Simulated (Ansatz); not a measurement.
Hypothetical rock salt BP, pressure series

Take BP in the rock salt structure (space group Fm-3m, No. 225; a = 4.289 Å; a hypothetical phase, not in the database extracts checked) as the base.

Cell and atoms are relaxed at each pressure.

Calculations: Kohn–Sham DFT with the PBEsol functional, run in Ansatz (a first-principles code) with PAW and 420 eV plane waves, scalar-relativistic without spin-orbit coupling.

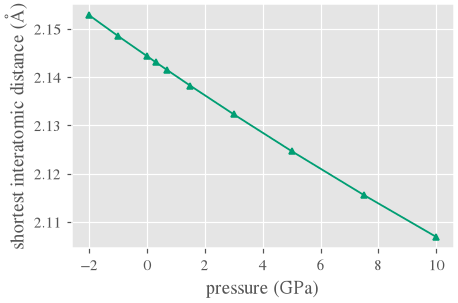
Shortest interatomic distance against pressure

```json
[
 {"pressure (GPa)": "-2", "shortest interatomic distance": "4.068 bohr"},
 {"pressure (GPa)": "-1", "shortest interatomic distance": "4.060 bohr"},
 {"pressure (GPa)": "0.3", "shortest interatomic distance": "4.050 bohr"},
 {"pressure (GPa)": "0.7", "shortest interatomic distance": "4.047 bohr"},
 {"pressure (GPa)": "1.5", "shortest interatomic distance": "4.041 bohr"},
 {"pressure (GPa)": "3", "shortest interatomic distance": "4.029 bohr"},
 {"pressure (GPa)": "5", "shortest interatomic distance": "4.015 bohr"},
 {"pressure (GPa)": "7.5", "shortest interatomic distance": "3.998 bohr"},
 {"pressure (GPa)": "10", "shortest interatomic distance": "3.981 bohr"}
]
```

Load acts through the strain it causes; cell and atoms are relaxed under it. Whether these cells are dynamically stable was not tested. No other phases were tried under pressure. All final runs are without spin polarisation.
